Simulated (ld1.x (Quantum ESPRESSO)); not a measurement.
**A TM potential for boron, from input to tests**

Do these settings give a usable potential? It is generated, then checked for transferability, scattering, ghosts and hardness.

Program: ld1.x (Quantum ESPRESSO) 7.5. Reference atom: LDA (PZ), non-relativistic, spherical and spin-unpolarised. All values are calculated.

**1. The design**

The settings as typed:

```json
{
  "element": "boron (B, Z = 5)",
  "type": "norm-conserving Troullier–Martins (Kleinman–Bylander form)",
  "frozen core": "[He]",
  "valence charge": "3",
  "reference configuration": "2s1 2p2",
  "partial waves": "2s (bound): rc 1.55 bohr; 2p (bound): rc 2.80 bohr; 3d channel at 0.25 Ry: rc 3.00 bohr",
  "local potential": "all-electron potential smoothed inside 1.35 bohr (lloc = -1)",
  "core correction": "not asked for"
}
```

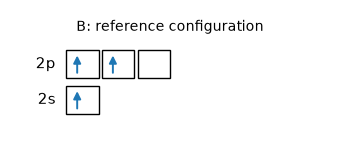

The outer shells as boxes. The arrows follow Hund's rule for the drawing; the calculation itself is spin-unpolarised.

**2. Generation**

Input file B.in:

```
 &input
   title='B', zed=5., rel=0, dft='PZ', iswitch=3,
   config='[He] 2s1 2p2 3d-2',
   nld=3, rlderiv=3.25, eminld=-3.0, emaxld=5.0, deld=0.02
 /
 &inputp
   pseudotype=2, tm=.true., lloc=-1, rcloc=1.35,
   nlcc=.false.,
   file_pseudopw='B.UPF', file_wfcaegen='ae.wfc', file_wfcncgen='nc.wfc', file_beta='beta', file_chi='chi'
 /
3
2S  1  0   1.00   0.00  1.55  1.55  0.0
2P  2  1   2.00   0.00  2.80  2.80  0.0
3D  3  2  -2.00   0.25  3.00  3.00  0.0
 &test
   configts(1)='2s1 2p2'
 /
```

Command:

```bash
$ ld1.x < B.in > B.out
```

What the program wrote to B.out (without the banner and most projector matrices):

```text
     Program LD1 v.7.5
     --------------------------- All-electron run ----------------------------

     B

     atomic number is  5.00
     dft =PZ   lsd =0 sic =0 latt =0  beta=0.20 tr2=1.0E-14
     Exchange-correlation= PZ
                           (   1   1   0   0   0   0   0)
     mesh =1059 r(mesh) = 101.04461 a.u. xmin = -7.00 dx = 0.01250
     1 Ry =  13.60569312 eV

     n l     nl                  e(Ry)          e(Ha)          e(eV)
     1 0     1S 1( 2.00)       -13.2025        -6.6013      -179.6294
     2 0     2S 1( 1.00)        -0.7237        -0.3619        -9.8470
     2 1     2P 1( 2.00)        -0.3052        -0.1526        -4.1520

     final scf error:  2.2E-15 reached in  25 iterations

     Etot =     -48.268936 Ry,     -24.134468 Ha,    -656.732337 eV

     Ekin =      47.906491 Ry,      23.953246 Ha,     651.801015 eV
     Encl =    -111.943313 Ry,     -55.971656 Ha,   -1523.066361 eV
     Eh   =      22.729583 Ry,      11.364791 Ha,     309.251728 eV
     Exc  =      -6.961697 Ry,      -3.480849 Ha,     -94.718719 eV

     normalization and overlap integrals

     s(1S/1S) =  1.000000  <r> =   0.3320  <r2> =    0.1498  r(max) =   0.2129
     s(2S/2S) =  1.000000  <r> =   1.9517  <r2> =    4.6000  r(max) =   1.5152
     s(2P/2P) =  1.000000  <r> =   2.2445  <r2> =    6.5128  r(max) =   1.5343

     ------------------------ End of All-electron run ------------------------

     --------------------- Generating NC pseudopotential ---------------------

      Generating local potential from pseudized AE potential:
      Matching radius rcloc =   1.3500

      Local pseudo, rcloc= 1.337 Estimated cut-off energy=    13.21 Ry

      Wfc   2S  rcut= 1.554  Using Troullier-Martins method

      Wfc   2P  rcut= 2.831  Using Troullier-Martins method

      Wfc   3D  rcut= 2.976  Using Troullier-Martins method

     ------------------- End of pseudopotential generation -------------------

     [... the all-electron block is printed once more ...]


     Computing logarithmic derivative in   3.26850
     Computing logarithmic derivative in   3.26850
     Computing the partial wave expansion
     R is outside the sphere for l=    0 j= 0.00
     R is outside the sphere for l=    1 j= 0.00
     R is outside the sphere for l=    2 j= 0.00

     ---------------------- Testing the pseudopotential ----------------------

     B

     atomic number is  5.00   valence charge is  3.00
     dft =PZ   lsd =0 sic =0 latt =0  beta=0.20 tr2=1.0E-14
     mesh =1059 r(mesh) = 101.04461 xmin = -7.00 dx = 0.01250

     n l     nl             e AE (Ry)        e PS (Ry)    De AE-PS (Ry)
     1 0     2S   1( 1.00)       -0.72374       -0.72374        0.00000
     2 1     2P   1( 2.00)       -0.30517       -0.30517        0.00000

     eps = 1.8E-15  iter =  4

     Etot =     -48.268936 Ry,     -24.134468 Ha,    -656.732337 eV
     Etotps =    -4.700140 Ry,      -2.350070 Ha,     -63.948665 eV

     Ekin =       3.169100 Ry,       1.584550 Ha,      43.117800 eV
     Encl =     -10.312188 Ry,      -5.156094 Ha,    -140.304465 eV
     Ehrt =       3.821944 Ry,       1.910972 Ha,      52.000191 eV
     Ecxc =      -1.503213 Ry,      -0.751606 Ha,     -20.452249 eV
     Epseu=       0.124217 Ry,       0.062108 Ha,       1.690058 eV

     ---------------------- End of pseudopotential test ----------------------
```

Run time: 3 s. Hardware: 1 thread, shared host. This counts the later configuration tests of the new file too.

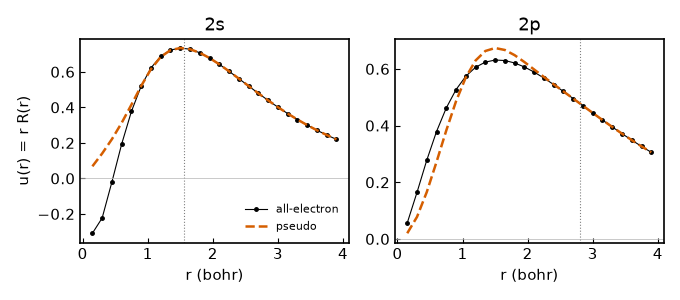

Bound waves of the atom and their pseudo partners (2s, 2p), with the matching radii dotted. The curves join 26 sampled radii.

**3. Configuration tests**

Input file B.test.in:

```
 &input
   title='B', zed=5., rel=0, dft='PZ', iswitch=2,
   config='[He] 2s1 2p2 3d-2'
 /
 &test
   file_pseudo='B.UPF', nconf=10,
   configts(1)='2s1 2p2',
   configts(2)='2s2 2p1',
   configts(3)='2s2 2p0',
   configts(4)='2s1 2p0',
   configts(5)='2s2 2p0.5',
   configts(6)='2s1 2p1',
   configts(7)='2s2 2p1.3',
   configts(8)='2s0 2p3',
   configts(9)='2s1 2p2', lsdts(9)=1,
   configts(10)='2s2 2p1', lsdts(10)=1
 /
```

Command:

```bash
$ ld1.x < B.test.in > B.test.out
```

B.test.out, the pseudopotential blocks:

```text
     ---------------------- Testing the pseudopotential ----------------------

     B

     atomic number is  5.00   valence charge is  3.00
     dft =PZ   lsd =0 sic =0 latt =0  beta=0.20 tr2=1.0E-14
     mesh =1059 r(mesh) = 101.04461 xmin = -7.00 dx = 0.01250

     n l     nl             e AE (Ry)        e PS (Ry)    De AE-PS (Ry)
     1 0     2S   1( 1.00)       -0.72374       -0.72374        0.00000
     2 1     2P   1( 2.00)       -0.30517       -0.30517       -0.00000

     eps = 7.5E-16  iter =  4

     Etot =     -48.268936 Ry,     -24.134468 Ha,    -656.732337 eV
     Etotps =    -4.700140 Ry,      -2.350070 Ha,     -63.948663 eV

     Ekin =       3.169100 Ry,       1.584550 Ha,      43.117804 eV
     Encl =     -10.312188 Ry,      -5.156094 Ha,    -140.304467 eV
     Ehrt =       3.821944 Ry,       1.910972 Ha,      52.000191 eV
     Ecxc =      -1.503213 Ry,      -0.751606 Ha,     -20.452249 eV
     Epseu=       0.124217 Ry,       0.062108 Ha,       1.690058 eV

     ---------------------- End of pseudopotential test ----------------------

     ---------------------- Testing the pseudopotential ----------------------

     B

     [...]
     n l     nl             e AE (Ry)        e PS (Ry)    De AE-PS (Ry)
     1 0     2S   1( 2.00)       -0.68982       -0.68647       -0.00335
     2 1     2P   1( 1.00)       -0.27358       -0.27115       -0.00243

     eps = 6.5E-15  iter =  7

     Etot =     -48.686382 Ry,     -24.343191 Ha,    -662.411972 eV
     Etotps =    -5.117153 Ry,      -2.558576 Ha,     -69.622409 eV
     dEtot_ae =      -0.417445 Ry
     dEtot_ps =      -0.417013 Ry,   Delta E=      -0.000433 Ry

     [...]
     ---------------------- End of pseudopotential test ----------------------

     ---------------------- Testing the pseudopotential ----------------------

     B

     [...]
     n l     nl             e AE (Ry)        e PS (Ry)    De AE-PS (Ry)
     1 0     2S   1( 2.00)       -1.42673       -1.41104       -0.01569  !
     2 1     2P   1( 0.00)       -0.98950       -0.96717       -0.02233  !

     eps = 9.6E-19  iter =  7

     Etot =     -48.074221 Ry,     -24.037111 Ha,    -654.083104 eV
     Etotps =    -4.514676 Ry,      -2.257338 Ha,     -61.425297 eV
     dEtot_ae =       0.194715 Ry
     dEtot_ps =       0.185464 Ry,   Delta E=       0.009251 Ry

     [...]
     ---------------------- End of pseudopotential test ----------------------

     ---------------------- Testing the pseudopotential ----------------------

     B

     [...]
     n l     nl             e AE (Ry)        e PS (Ry)    De AE-PS (Ry)
     1 0     2S   1( 1.00)       -2.30279       -2.27191       -0.03089  !
     2 1     2P   1( 0.00)       -1.87551       -1.81557       -0.05994  !

     eps = 6.4E-15  iter =  5

     Etot =     -46.214891 Ry,     -23.107446 Ha,    -628.785630 eV
     Etotps =    -2.677677 Ry,      -1.338838 Ha,     -36.431649 eV
     dEtot_ae =       2.054045 Ry
     dEtot_ps =       2.022463 Ry,   Delta E=       0.031582 Ry

     [...]
     ---------------------- End of pseudopotential test ----------------------

     ---------------------- Testing the pseudopotential ----------------------

     B

     [...]
     n l     nl             e AE (Ry)        e PS (Ry)    De AE-PS (Ry)
     1 0     2S   1( 2.00)       -1.03296       -1.02601       -0.00695  !
     2 1     2P   1( 0.50)       -0.60252       -0.59417       -0.00834  !

     eps = 5.9E-15  iter =  7

     Etot =     -48.470002 Ry,     -24.235001 Ha,    -659.467977 eV
     Etotps =    -4.903224 Ry,      -2.451612 Ha,     -66.711765 eV
     dEtot_ae =      -0.201066 Ry
     dEtot_ps =      -0.203084 Ry,   Delta E=       0.002018 Ry

     [...]
     ---------------------- End of pseudopotential test ----------------------

     ---------------------- Testing the pseudopotential ----------------------

     B

     [...]
     n l     nl             e AE (Ry)        e PS (Ry)    De AE-PS (Ry)
     1 0     2S   1( 1.00)       -1.43249       -1.43010       -0.00239
     2 1     2P   1( 1.00)       -0.99522       -0.98631       -0.00891  !

     eps = 2.0E-17  iter =  7

     Etot =     -47.636984 Ry,     -23.818492 Ha,    -648.134180 eV
     Etotps =    -4.070844 Ry,      -2.035422 Ha,     -55.386657 eV
     dEtot_ae =       0.631953 Ry
     dEtot_ps =       0.629296 Ry,   Delta E=       0.002657 Ry

     [...]
     ---------------------- End of pseudopotential test ----------------------

     ---------------------- Testing the pseudopotential ----------------------

     B

     [...]
     n l     nl             e AE (Ry)        e PS (Ry)    De AE-PS (Ry)
     1 0     2S   1( 2.00)       -0.51501       -0.51259       -0.00241
     2 1     2P   1( 1.30)       -0.10998       -0.10901       -0.00098

     eps = 8.8E-15  iter = 10

     Etot =     -48.743189 Ry,     -24.371595 Ha,    -663.184873 eV
     Etotps =    -5.173474 Ry,      -2.586737 Ha,     -70.388694 eV
     dEtot_ae =      -0.474253 Ry
     dEtot_ps =      -0.473334 Ry,   Delta E=      -0.000919 Ry

     [...]
     ---------------------- End of pseudopotential test ----------------------

     ---------------------- Testing the pseudopotential ----------------------

     B

     [...]
     n l     nl             e AE (Ry)        e PS (Ry)    De AE-PS (Ry)
     1 0     2S   1( 0.00)       -0.75241       -0.75509        0.00269
     2 1     2P   1( 3.00)       -0.33189       -0.33404        0.00215

     eps = 1.0E-15  iter =  8

     Etot =     -47.849361 Ry,     -23.924680 Ha,    -651.023717 eV
     Etotps =    -4.280260 Ry,      -2.140130 Ha,     -58.235909 eV
     dEtot_ae =       0.419576 Ry
     dEtot_ps =       0.419880 Ry,   Delta E=      -0.000304 Ry

     [...]
     ---------------------- End of pseudopotential test ----------------------

     ---------------------- Testing the pseudopotential ----------------------

     B

     [...]
     n l     nl             e AE (Ry)        e PS (Ry)    De AE-PS (Ry)
     1 0     2S   1( 1.00)       -0.78705       -0.78815        0.00110
     2 1     2P   1( 2.00)       -0.36017       -0.36264        0.00247
     1 0     2S   2( 0.00)       -0.39429       -0.32484       -0.06945  !
     2 1     2P   2( 0.00)       -0.04585       -0.01578       -0.03007  !

     eps = 4.8E-16  iter =  7

     Etot =     -48.466119 Ry,     -24.233060 Ha,    -659.415147 eV
     Etotps =    -4.914819 Ry,      -2.457410 Ha,     -66.869522 eV
     dEtot_ae =      -0.197183 Ry
     dEtot_ps =      -0.214679 Ry,   Delta E=       0.017496 Ry

     [...]
     ---------------------- End of pseudopotential test ----------------------

     ---------------------- Testing the pseudopotential ----------------------

     B

     [...]
     n l     nl             e AE (Ry)        e PS (Ry)    De AE-PS (Ry)
     1 0     2S   1( 1.00)       -0.71869       -0.71763       -0.00106
     2 1     2P   1( 1.00)       -0.29965       -0.29882       -0.00084
     1 0     2S   2( 1.00)       -0.64169       -0.63412       -0.00757  !
     2 1     2P   2( 0.00)       -0.23038       -0.22508       -0.00530  !

     eps = 8.6E-15  iter = 10

     Etot =     -48.703658 Ry,     -24.351829 Ha,    -662.647023 eV
     Etotps =    -5.135541 Ry,      -2.567771 Ha,     -69.872599 eV
     dEtot_ae =      -0.434721 Ry
     dEtot_ps =      -0.435401 Ry,   Delta E=       0.000680 Ry

     [...]
     ---------------------- End of pseudopotential test ----------------------
```

Excitation and ionisation energies from 2s1 2p2, with the error of the potential. Spin-polarised rows fill open shells by Hund's rule and count from the unpolarised reference. The frozen-core shift comes from a second all-electron run, not shown, with the core orbitals held at their reference shape; it is that run's ΔE less the relaxed one.

| valence configuration | charge | ΔE all-electron (eV) | error AE − PS (meV) | frozen-core shift (meV) |
| --- | --- | --- | --- | --- |
| 2s2 2p1 | 0 | -5.680 | -5.9 | +0.5 |
| 2s2 2p0 | +1 | 2.649 | +126 | +0.5 |
| 2s1 2p0 | +2 | 27.947 | +430 | +6.1 |
| 2s2 2p0.5 | +0.5 | -2.736 | +27 | +0.4 |
| 2s1 2p1 | +1 | 8.598 | +36 | +0.3 |
| 2s2 2p1.3 | -0.3 | -6.453 | -13 | +0.5 |
| 2s0 2p3 | 0 | 5.709 | -4.1 | +0.5 |
| 2s1 2p2 (spin-polarised) | 0 | -2.683 | +238 | +2.9 |
| 2s2 2p1 (spin-polarised) | 0 | -5.915 | +9.3 | +0.8 |

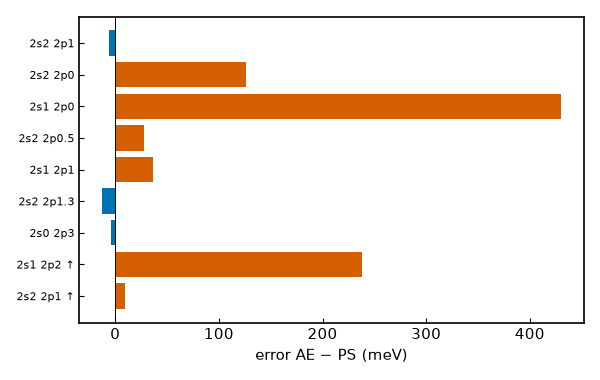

Error of the potential in each test configuration; ↑ marks spin-polarised tests.

**4. Does it scatter like the atom?**

Taken from the files of the generation run. The phase is arctan(r·u′/u) with u = r·R, unwrapped, with energies in Ry. A pole is an energy at which the radial function vanishes at the test radius. The pseudo phase is shifted by a multiple of π to meet the all-electron one at the reference energy. Levels narrower than the energy grid can be missing from the poles. The last column is the largest difference on the grid between −1 and +1 Ry.

```tsv
channel	radius (bohr)	reference (Ry)	poles AE	poles PS	window around the reference with phases within 0.05 rad (Ry)	largest difference near zero (rad)
s	3.27	-0.72	-0.51, 2.99	-0.51, 2.88	below 1.0	0.030
p	3.27	-0.31	-0.04, 2.89	-0.04, 3.24	below 0.8	0.056
d	3.27	0.25	1.92	1.93	below 3.3	0.002
```

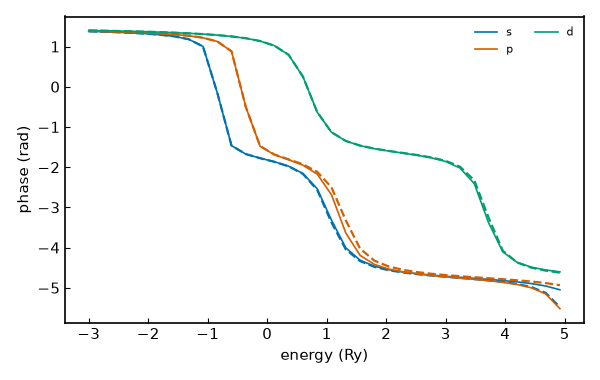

All-electron (solid) and pseudo (dashed) phases against energy.

**5. Plane-wave convergence, by spherical Bessel functions**

This step uses the generator's waves and projectors in a separate script. Basis: spherical Bessel functions vanishing at 20 bohr, q² up to the cutoff; potential fixed at the reference.

All-electron valence levels (Ry): 2s -0.7237, 2p -0.3052. The lowest levels of each channel (Ry) by cutoff; the last column sums, over occupied levels, occupation times the distance from the level at 400 Ry. A positive value at high cutoff is not a bound level.

```tsv
cutoff (Ry)	s #1	p #1	d #1	f #1	Σ f·Δε (mRy)
8	-0.6910	-0.2607	0.0658	0.1132	121.7
10	-0.6999	-0.2847	0.0657	0.1132	64.7
12	-0.7081	-0.2978	0.0657	0.1132	30.3
18	-0.7202	-0.3050	0.0657	0.1132	3.8
21	-0.7219	-0.3051	0.0657	0.1132	2.0
25	-0.7225	-0.3051	0.0657	0.1132	1.3
30	-0.7227	-0.3051	0.0657	0.1132	1.1
40	-0.7230	-0.3052	0.0657	0.1132	0.7
45	-0.7232	-0.3052	0.0657	0.1132	0.5
50	-0.7235	-0.3052	0.0657	0.1132	0.2
400	-0.7237	-0.3052	0.0657	0.1132	0.0
```

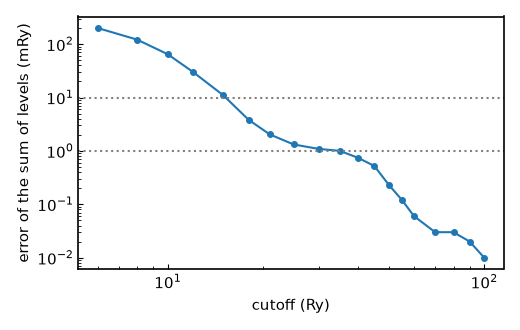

Occupation-weighted error of the valence levels against the cutoff; the dotted lines mark 10 and 1 mRy.

The sum stays within 10 mRy from 18 Ry and within 1 mRy from 40 Ry. The sum leaves out empty levels, which can need more. Ghost test: no level below the all-electron spectrum of its channel (s, p, d, f tested).

**6. What came out**

```
                                                quantity                  value
               cutoffs for 10 and 1 mRy, occupied levels        18 Ry and 40 Ry
                                            bound ghosts             none found
         largest test error (AE − PS), unpolarised tests  +430 meV, for 2s1 2p0
largest phase difference near zero energy, channels read              0.056 rad
```

**Reading.** The worst unpolarised test, 2s1 2p0, is off by 430 meV on 27.9 eV; by total energies transferability rates as poor. Freezing the core alone would shift it much less, so the error comes from the pseudisation. It counts as soft on the atom at that tolerance, with 18 Ry needed at the looser tolerance. The slowest occupied level is 2s: taken alone it needs 40 Ry to come within 1 mRy, against 15 Ry for 2p. No bound ghost shows below the valence levels. Near zero energy the largest phase difference among the channels read is 0.06 rad, in the p channel.
